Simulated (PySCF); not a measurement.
**What a change does: NMR shielding calculation on C3H8FNSi**

System: C3H8FNSi.
Method of run 1: GIAO PBE0/6-31G* NMR shielding, non-relativistic, gas phase (PySCF 2.14.0).

The geometry comes from this level: PBE0-D3(BJ)/def2-SVP. Text and figures count atoms from 1; the logs count them from 0 in places.

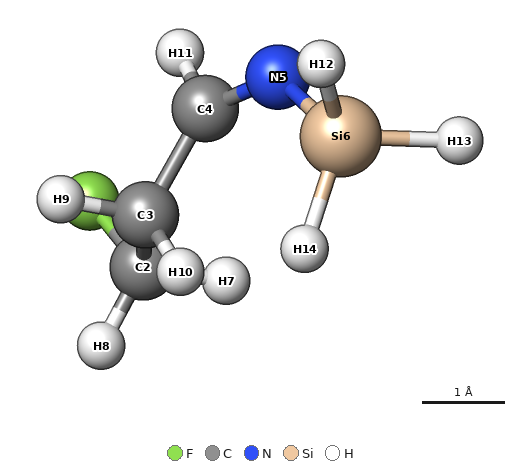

Fig. 1: The structure as given in the input (ball-and-stick view, seen at a tilt; atoms are numbered from 1 in the order of the input).

Input, run 1:
```
{"job": {"kind": "nmr", "xc": "PBE0", "basis": "6-31G*", "pop": true}, "charge": 0, "multiplicity": 1}
F     -3.430533     0.006195     0.422578
C     -2.523617     0.315673    -0.561131
C     -1.268172    -0.517425    -0.392146
C     -0.567829    -0.255585     0.914584
N      0.656382    -0.017666     1.115156
Si     2.041255     0.120559     0.064439
H     -2.295334     1.393870    -0.496457
H     -2.988104     0.118962    -1.542064
H     -1.564129    -1.581999    -0.413668
H     -0.590466    -0.346776    -1.243059
H     -1.246912    -0.285571     1.790565
H      3.034509    -0.898793     0.508831
H      2.605494     1.487371     0.259128
H      1.798184    -0.076252    -1.407412
```

The first line tells a small driver script what to run in PySCF; the rest is the geometry in Å.

Launched with:
```bash
OMP_NUM_THREADS=1 python <driver script> task.json out
```

Hardware: 1 CPU thread, shared host.

Output (run 1):
```
coarse grid: 11992 points
cycle   1  E = -562.7174403111  dE =  4.527e-01  |g| = 5.901e-01  |ddm| = 3.297e+00
cycle   2  E = -562.6176729381  dE =  9.977e-02  |g| = 9.234e-01  |ddm| = 1.284e+00
cycle   3  E = -562.7835956551  dE = -1.659e-01  |g| = 1.296e-01  |ddm| = 8.534e-01
cycle   4  E = -562.7871760864  dE = -3.580e-03  |g| = 4.472e-02  |ddm| = 1.398e-01
cycle   5  E = -562.7875707919  dE = -3.947e-04  |g| = 1.115e-02  |ddm| = 4.074e-02
cycle   6  E = -562.7875968044  dE = -2.601e-05  |g| = 2.634e-03  |ddm| = 1.121e-02
cycle   7  E = -562.7875983584  dE = -1.554e-06  |g| = 3.619e-04  |ddm| = 2.413e-03
final grid: 111128 points
cycle   8  E = -562.7431168106  dE = -2.257e-05  |g| = 7.524e-03  |ddm| = 1.953e-02
cycle   9  E = -562.7431098992  dE =  6.911e-06  |g| = 9.681e-03  |ddm| = 1.549e-02
cycle  10  E = -562.7431303696  dE = -2.047e-05  |g| = 8.679e-04  |ddm| = 8.346e-03
cycle  11  E = -562.7431305097  dE = -1.401e-07  |g| = 2.665e-04  |ddm| = 9.274e-04
cycle  12  E = -562.7431305224  dE = -1.273e-08  |g| = 1.283e-04  |ddm| = 2.964e-04
cycle  13  E = -562.7431305258  dE = -3.336e-09  |g| = 2.367e-05  |ddm| = 1.162e-04
cycle  14  E = -562.7431305259  dE = -1.185e-10  |g| = 6.203e-06  |ddm| = 2.680e-05
converged SCF energy = -562.7431305259

GIAO shielding tensors (ppm)
atom      isotropic    diamagn.    paramagn.     s11        s22        s33       span
  0 F      427.172     469.144     -41.973    384.953    430.011    466.551     81.598
  1 C      117.921     243.320    -125.399     83.907     98.457    171.398     87.491
  2 C      155.250     251.868     -96.618    144.331    153.090    168.329     23.998
  3 C       24.433     251.410    -226.978    -67.162      1.427    139.033    206.196
  4 N      -67.888     322.251    -390.139   -396.702    -90.141    283.180    679.881
  5 Si     458.067     882.195    -424.127    435.534    438.895    499.773     64.239
  6 H       27.486      28.660      -1.175     23.265     28.084     31.107      7.842
  7 H       27.408      27.686      -0.278     23.100     27.999     31.124      8.024
  8 H       29.561      30.483      -0.922     26.807     29.084     32.794      5.988
  9 H       29.876      32.814      -2.938     25.581     30.180     33.865      8.284
 10 H       22.945      28.386      -5.441     20.337     21.838     26.660      6.324
 11 H       26.886      29.022      -2.137     24.528     25.274     30.855      6.327
 12 H       26.866      29.363      -2.498     24.517     25.314     30.766      6.249
 13 H       26.781      30.628      -3.848     23.306     26.755     30.282      6.976
```

Run 2 used a changed input.

The two runs side by side:

```tsv
quantity	run 1	run 2
outcome	converged	converged
total energy (hartree)	−562.743131	−562.778736
HOMO (eV)	−6.74	−6.77
LUMO (eV)	−0.55	−0.66
dipole moment (D)	2.26	2.13
shielding of F1 (ppm)	427.2	425.5
shielding of C2 (ppm)	117.9	119.3
shielding of C4 (ppm)	24.4	20.8
shielding of N5 (ppm)	−67.9	−77.8
shielding of Si6 (ppm)	458.1	481.5
shielding of H10 (ppm)	29.9	29.0
shielding of H11 (ppm)	22.9	22.3
SCF iterations	14	14
basis functions	104	128
wall time (shared host)	18 s	23 s
```

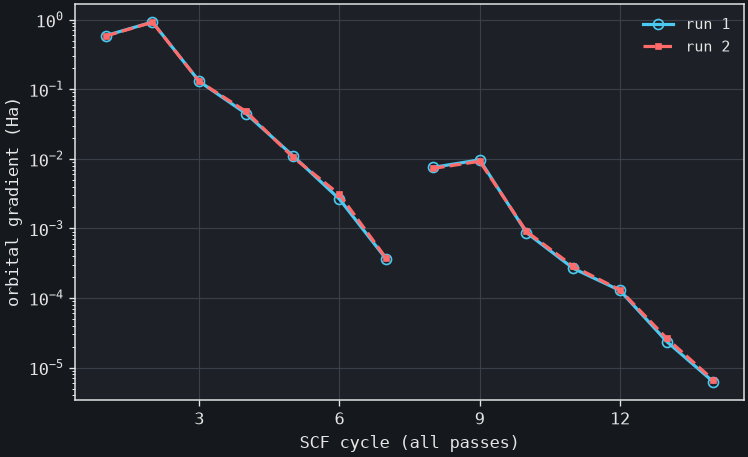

Fig. 2: Convergence of the two runs: orbital gradient against the SCF cycle. A break in a curve parts two SCF passes (coarse and final grid). Run 1 takes 14 cycles in all, and run 2 takes 14.

What was changed in the input?

The change (lines with − go, lines with + come):
```diff
-"basis": "6-31G*"
+"basis": "cc-pVDZ"
```

The total energy of run 2 is 22.3 kcal/mol lower, which measures the change of basis and not a stability. The LUMO goes from −0.55 to −0.66 eV. The dipole moment goes from 2.26 to 2.13 D. Of all shieldings, the largest change is that of Si6, by +23.5 ppm. The number of SCF iterations is the same. The basis functions go from 104 to 128.

Output (run 2):
```
coarse grid: 11992 points
cycle   1  E = -562.6986864259  dE =  4.951e-01  |g| = 5.818e-01  |ddm| = 6.488e+00
cycle   2  E = -562.5974376218  dE =  1.012e-01  |g| = 9.183e-01  |ddm| = 1.891e+00
cycle   3  E = -562.7622360759  dE = -1.648e-01  |g| = 1.296e-01  |ddm| = 1.171e+00
cycle   4  E = -562.7657557159  dE = -3.520e-03  |g| = 4.799e-02  |ddm| = 2.255e-01
cycle   5  E = -562.7662121483  dE = -4.564e-04  |g| = 1.061e-02  |ddm| = 6.497e-02
cycle   6  E = -562.7662347669  dE = -2.262e-05  |g| = 3.074e-03  |ddm| = 2.059e-02
cycle   7  E = -562.7662368894  dE = -2.122e-06  |g| = 3.718e-04  |ddm| = 4.880e-03
final grid: 111128 points
cycle   8  E = -562.7787227339  dE = -2.301e-05  |g| = 7.276e-03  |ddm| = 4.858e-02
cycle   9  E = -562.7787164329  dE =  6.301e-06  |g| = 9.226e-03  |ddm| = 2.709e-02
cycle  10  E = -562.7787358128  dE = -1.938e-05  |g| = 9.028e-04  |ddm| = 1.443e-02
cycle  11  E = -562.7787359593  dE = -1.465e-07  |g| = 2.853e-04  |ddm| = 1.527e-03
cycle  12  E = -562.7787359743  dE = -1.498e-08  |g| = 1.307e-04  |ddm| = 4.991e-04
cycle  13  E = -562.7787359777  dE = -3.476e-09  |g| = 2.628e-05  |ddm| = 1.809e-04
cycle  14  E = -562.7787359779  dE = -1.478e-10  |g| = 6.591e-06  |ddm| = 5.270e-05
converged SCF energy = -562.7787359779

GIAO shielding tensors (ppm)
atom      isotropic    diamagn.    paramagn.     s11        s22        s33       span
  0 F      425.495     469.279     -43.784    383.014    429.256    464.215     81.201
  1 C      119.301     244.604    -125.304     83.665     99.865    174.372     90.706
  2 C      155.500     251.543     -96.043    143.326    153.954    169.221     25.895
  3 C       20.834     254.561    -233.727    -75.274     -2.870    140.646    215.920
  4 N      -77.837     321.471    -399.308   -416.669    -99.944    283.101    699.770
  5 Si     481.521     883.312    -401.792    461.167    462.025    521.370     60.203
  6 H       26.985      30.184      -3.200     22.818     27.414     30.722      7.904
  7 H       26.825      27.420      -0.595     22.535     27.240     30.699      8.165
  8 H       28.980      30.424      -1.445     26.274     28.332     32.333      6.059
  9 H       29.024      34.539      -5.514     24.667     29.260     33.146      8.478
 10 H       22.270      30.232      -7.962     19.568     21.130     26.112      6.543
 11 H       26.452      29.369      -2.917     23.993     24.709     30.654      6.661
 12 H       26.438      29.792      -3.354     23.985     24.765     30.565      6.580
 13 H       26.206      31.154      -4.948     22.635     25.903     30.080      7.445
```
